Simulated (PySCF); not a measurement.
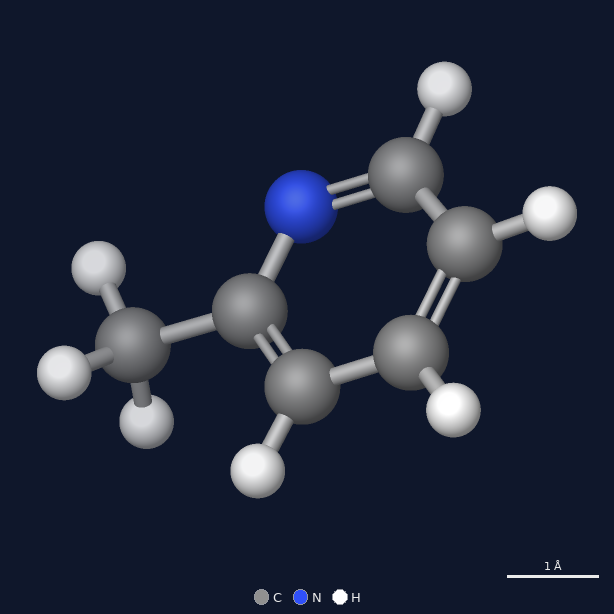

Ball-and-stick drawing of a structure.

Computed geometry: PBE0-D3(BJ)/def2-TZVP optimisation. No frequency run is at hand to confirm it as a minimum.

Identify the structure.

The molecule is C6H7N. SMILES: `Cc1ccccn1`. Independent rings (smallest set): 1 of 6 members, 1 of them aromatic. Coordination: 1 C tetrahedral; 5 C trigonal planar; 1 N bent.

More results for the same structure follow; atom numbers are the same in all pictures, views and colours differ.

**Electronic properties**

No frequency run is at hand to confirm it as a minimum. Method: KT3/pcSseg-2, gas phase (PySCF 2.14.0).

> Estimate the HOMO–LUMO gap.

4.41 eV.

> Give the dipole moment at this level.

1.83 D.

> What is the HOMO energy (Kohn–Sham orbital)?

−5.98 eV.

**NMR shielding**

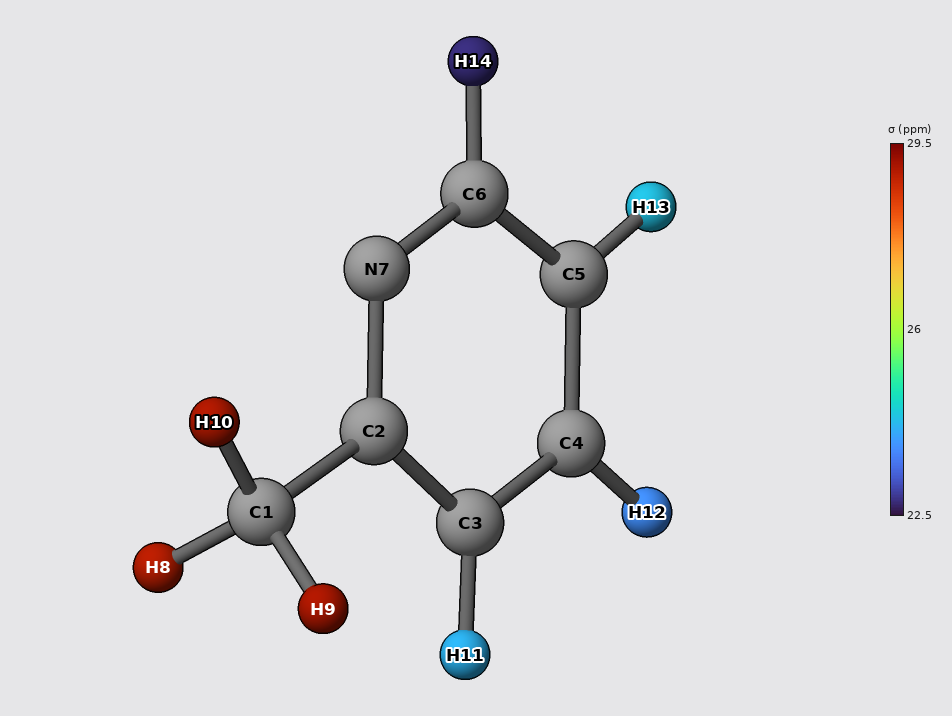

Atoms are coloured by their isotropic NMR shieldings (H only, the others grey). No frequency run is at hand to confirm it as a minimum. Level of theory: GIAO ωB97X-D/pcSseg-2 NMR shielding, non-relativistic, gas phase (PySCF 2.14.0).

> Which H atom is the most shielded (lowest chemical shift)?

H9 (29.03 ppm).

> Which H atom is the least shielded (highest chemical shift)?

H14 (22.77 ppm).

> How wide is the range of H shifts?

6.26 ppm.

Give the isotropic NMR shieldings of the H atoms atom by atom.

```csv
atom,σ (ppm)
H8,28.92
H9,29.03
H10,28.98
H11,24.18
H12,23.80
H13,24.35
H14,22.77
```

**Charges**

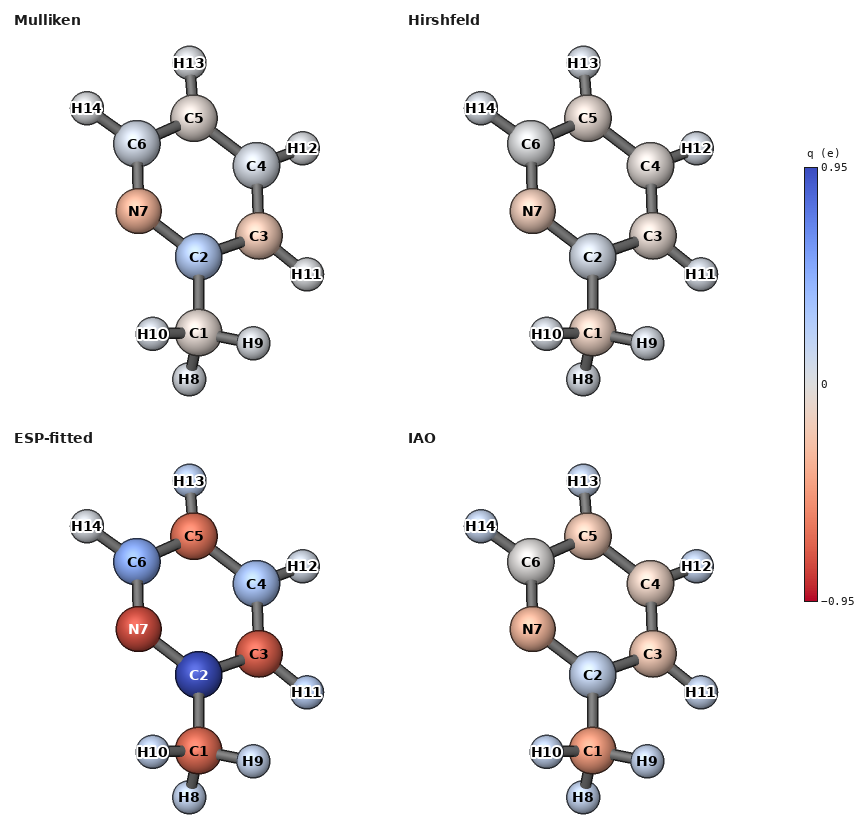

Atomic charges of one calculation by 4 schemes, on one colour scale. No frequency run is at hand to confirm it as a minimum. Method: PBE0/pcSseg-2 (PySCF 2.14.0).

> Which scheme gives the most polar picture (largest mean size of the charges)?

The ESP-fitted charges are the largest in size here, and the Hirshfeld charges the smallest.

> On which atom do the schemes disagree most?

On C2 (from 0.07 to 0.93 e).

List the charges (e), one line for each set of equivalent atoms.

```json
{"atom": "C1", "Mulliken": "−0.06", "Hirshfeld": "−0.13", "ESP-fitted": "−0.66", "IAO": "−0.45"}
{"atom": "C2", "Mulliken": "0.25", "Hirshfeld": "0.07", "ESP-fitted": "0.93", "IAO": "0.16"}
{"atom": "C3", "Mulliken": "−0.19", "Hirshfeld": "−0.06", "ESP-fitted": "−0.71", "IAO": "−0.19"}
{"atom": "C4", "Mulliken": "0.06", "Hirshfeld": "−0.04", "ESP-fitted": "0.31", "IAO": "−0.12"}
{"atom": "C5", "Mulliken": "−0.05", "Hirshfeld": "−0.06", "ESP-fitted": "−0.62", "IAO": "−0.19"}
{"atom": "C6", "Mulliken": "0.08", "Hirshfeld": "0.01", "ESP-fitted": "0.48", "IAO": "−0.01"}
{"atom": "N7", "Mulliken": "−0.32", "Hirshfeld": "−0.17", "ESP-fitted": "−0.77", "IAO": "−0.30"}
{"atom": "H8", "Mulliken": "0.04", "Hirshfeld": "0.05", "ESP-fitted": "0.16", "IAO": "0.16"}
{"atom": "H9", "Mulliken": "0.03", "Hirshfeld": "0.05", "ESP-fitted": "0.15", "IAO": "0.15"}
{"atom": "H10", "Mulliken": "0.05", "Hirshfeld": "0.05", "ESP-fitted": "0.17", "IAO": "0.17"}
{"atom": "H11", "Mulliken": "0.02", "Hirshfeld": "0.05", "ESP-fitted": "0.22", "IAO": "0.15"}
{"atom": "H12", "Mulliken": "0.03", "Hirshfeld": "0.06", "ESP-fitted": "0.08", "IAO": "0.16"}
{"atom": "H13", "Mulliken": "0.02", "Hirshfeld": "0.06", "ESP-fitted": "0.21", "IAO": "0.16"}
{"atom": "H14", "Mulliken": "0.02", "Hirshfeld": "0.05", "ESP-fitted": "0.04", "IAO": "0.16"}
```

Mulliken values depend strongly on the basis set and can even reverse the polarity of a bond.
